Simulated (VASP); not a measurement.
Band structure of Ba (bcc). Computed with TPSS meta-GGA, VASP's PBE PAW potentials (set 64) (plane waves; VASP).

Unless said otherwise, spin-orbit coupling is left out, though it shifts the bands of the heavy elements here.

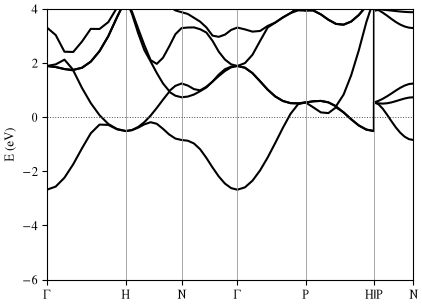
Figure: Bands along high-symmetry lines, zero at the valence-band maximum or, without a gap, the Fermi level

Question: Read the plot: is there a gap, and where are the band edges?

Answer: It has no gap at this level: it comes out as a metal or semimetal.

The compound is Ba in the bcc structure. It was relaxed first.
